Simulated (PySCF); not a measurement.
**C$_{6}$H$_{10}$O$_{2}$S$_{2}$: density, localisation and related maps**

```xyz
20

C     3.4580   -0.2638    0.2467
C     2.1321   -0.5529   -0.4009
O     1.9724   -1.0779   -1.4676
O     1.1232   -0.1317    0.3816
C    -0.2118   -0.3378   -0.0944
C    -0.5831    0.7915   -1.0519
S    -2.1834    0.5004   -1.8595
C    -3.2133    0.4616   -0.3683
S    -2.7931   -0.9038    0.7480
C    -1.0992   -0.3800    1.1428
H     3.6558    0.8042    0.1826
H     3.4283   -0.5429    1.2959
H     4.2414   -0.8067   -0.2727
H    -0.2538   -1.2943   -0.6329
H     0.1456    0.8425   -1.8602
H    -0.6167    1.7489   -0.5270
H    -4.2392    0.3084   -0.6908
H    -3.1139    1.4056    0.1660
H    -0.7151   -1.1135    1.8501
H    -1.1330    0.5991    1.6244
```

Geometry: GFN2-xTB.

Level of theory: WP04/6-31G*, SCF density, gas phase, non-relativistic (PySCF).

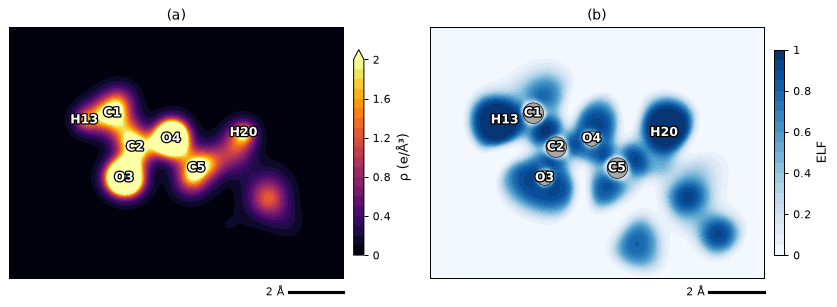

Figure 1. (a) total electron density; (b) ELF on the plane of atoms O3, C2 and O4. Grey discs cover the atomic cores in the ELF map.

Read the bonding off the picture.

The section cuts through C, O and H sites. C–O (1.20 Å): ρ at the midpoint is about 3.4 e/Å³; the ELF peaks at about 0.85 between the atoms: a short, multiple covalent bond. C–C (1.50 Å): the density is about 1.8 e/Å³ at the midpoint; the ELF peaks at about 0.95 between the atoms: localised, covalent bonding. C–H (1.09 Å): ρ is about 2.1 e/Å³ halfway; the ELF climbs to about 1 towards the hydrogen, as it does in any bond to H (a covalent bond by its length). C–O (1.34 Å): the density is about 2.4 e/Å³ at the midpoint, with its minimum of 2 e/Å³ about 0.5 Å from C; the ELF peaks at about 0.85 between the atoms, as expected for a shared but strongly polarised pair. The ELF also peaks beside O3 and O4, away from the bonds: lone-pair regions.

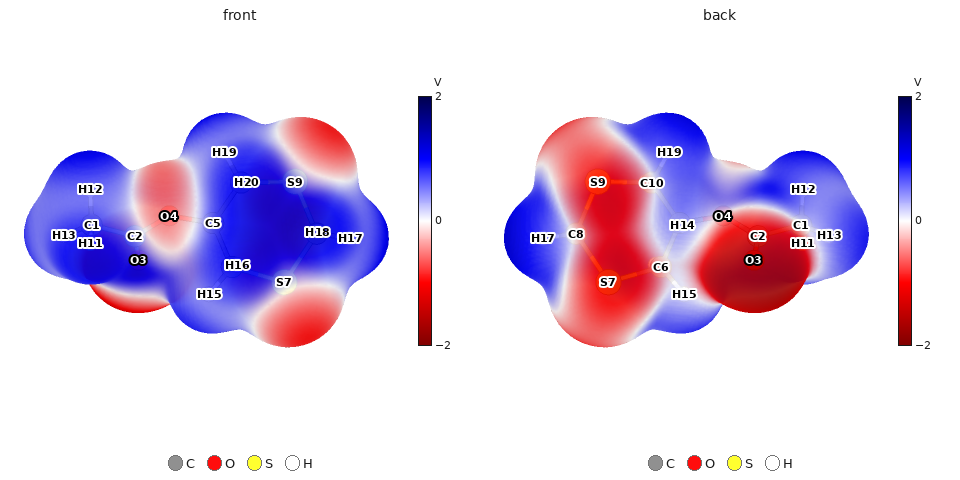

Figure 2. The electrostatic potential painted on the density surface at 0.002 e/bohr³, seen from the front and from behind; red is negative and blue positive.

Where is the surface potential most negative and most positive?

The most negative region (about −1.7 V) lies over O3, the most positive (about +1.2 V) over H17, H18 and H20. O3 is the likeliest acceptor of a hydrogen bond.
